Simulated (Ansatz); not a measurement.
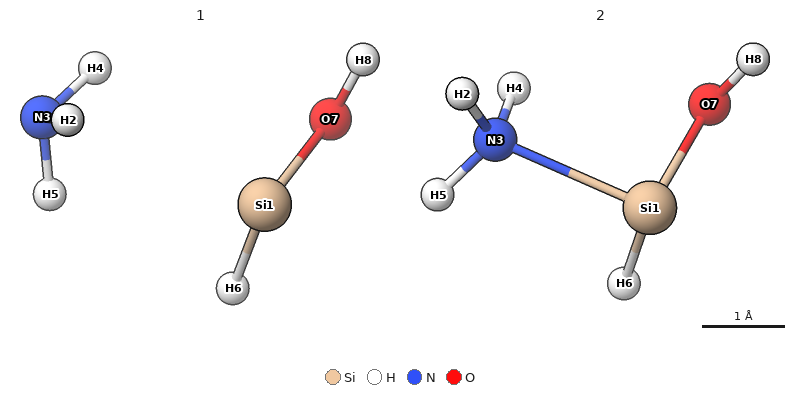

Two geometries of SiNH5O, drawn at one scale. One is the start of a relaxation, the other its converged end. Style: ball-and-stick. Shown face on.

Level of theory: Ansatz, RKS PBE/def2-SVP. (no spin polarisation; force threshold 0.03 eV/Å; at most 50 steps)

### Which one is relaxed?

Structure 2 is the relaxed one. The run prepares an end point of a later path (reaction) calculation, from a guessed geometry. The atom that moves furthest after the best rigid fit is N3 (0.72 Å). Largest moves by element: N 0.72 Å, H 0.37 Å, O 0.32 Å, Si 0.21 Å. Among the contacts that change: Si1–N3 3.011 → 2.124 Å, Si1–O7 1.703 → 1.744 Å, H2–N3 1.042 → 1.029 Å, N3–H4 1.027 → 1.033 Å. New bonds form, among them: Si1–N3 (3.01 → 2.12 Å). Over 18 geometry steps the energy falls by 64.1 kJ/mol. Largest force component: 0.56 eV/Å at the start, 0.027 eV/Å at the end. The run took 35 s on 1 thread of Arm Neoverse V1, with other jobs on the host, peak memory 0.13 GiB.

Limits of the set-up: the start holds two separate molecules, 2.5 Å apart at their closest, whose relative position is a soft coordinate and is computed without a dispersion correction.
